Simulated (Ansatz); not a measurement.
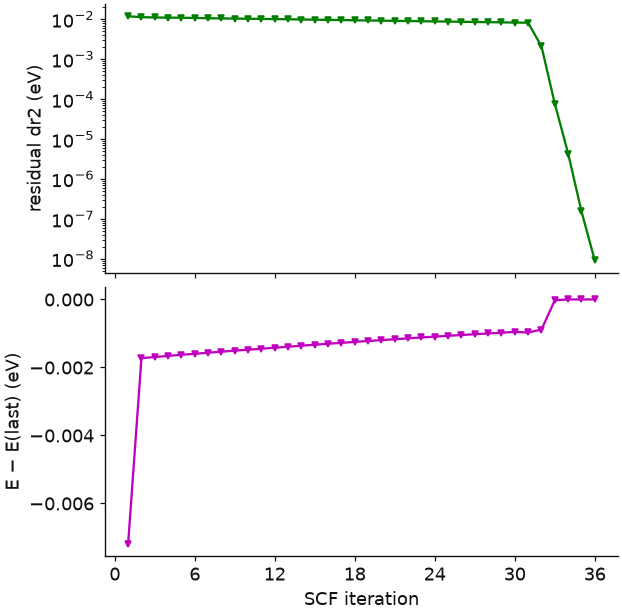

The plot shows the SCF iterations of a calculation: density residual dr2, Harris–Foulkes energy less its last value. The starting density is a sum of atomic densities corrected by a trained network.

AlGa5As6 (12 atoms in the cell), run with Ansatz.

```
crystal:
  lattice:
    - [7.0107870332, 0.0, 0.0]
    - [-3.5053935166, 6.0715196713, 0.0]
    - [0.0, 0.0, 6.671336]
  atoms:
    - { symbol: Al, position: [0.0, 0.0, 0.000556] }
    - { symbol: Ga, position: [0.6666666667, 0.3333333333, 0.000804] }
    - { symbol: Ga, position: [0.3333333333, 0.6666666667, 0.000804] }
    - { symbol: Ga, position: [0.333229, 0.0, 0.501266] }
    - { symbol: Ga, position: [0.0, 0.333229, 0.501266] }
    - { symbol: Ga, position: [0.666771, 0.666771, 0.501266] }
    - { symbol: As, position: [0.0, 0.0, 0.373731] }
    - { symbol: As, position: [0.6666666667, 0.3333333333, 0.375168] }
    - { symbol: As, position: [0.3333333333, 0.6666666667, 0.375168] }
    - { symbol: As, position: [0.332668, 0.0, 0.875323] }
    - { symbol: As, position: [0.0, 0.332668, 0.875323] }
    - { symbol: As, position: [0.667332, 0.667332, 0.875323] }
basis:
  ecutwfc: 420
kpoints:
  mp_grid: { grid: [6, 6, 6] }
hamiltonian:
  xc: pbe
scf:
  occupations: { method: gaussian, width: 0.02 }
  mixing: { algorithm: anderson, beta: 0.005, ndim: 1 }
  max_iter: 100
output:
  forces: true
  eigenvalues: true
  stress: true
```

Command:
```bash
ansatz run input.yaml --threads 4 --pin off --max-ram 8192MiB --backend cpu --events-out ev --progress --plain --runs-dir out
```

Was self-consistency reached?

Answer. It did not finish: the time limit cut it off after 36 iterations. The residual is still falling at the last step (down to 9 × 10⁻⁹). After iteration 31 the program gave up density mixing and went on by direct minimisation of the free energy.

Read the residual at the first and at the last step drawn.

Answer. It starts near 0.01 and ends near 9 × 10⁻⁹ eV.

What lies behind the failure?

Answer. The input holds a fault, mixing far too weak: scf.mixing set to {"algorithm": "anderson", "beta": 0.005, "ndim": 1}. The plot doesn't show it to be the cause; the time allowed was short.
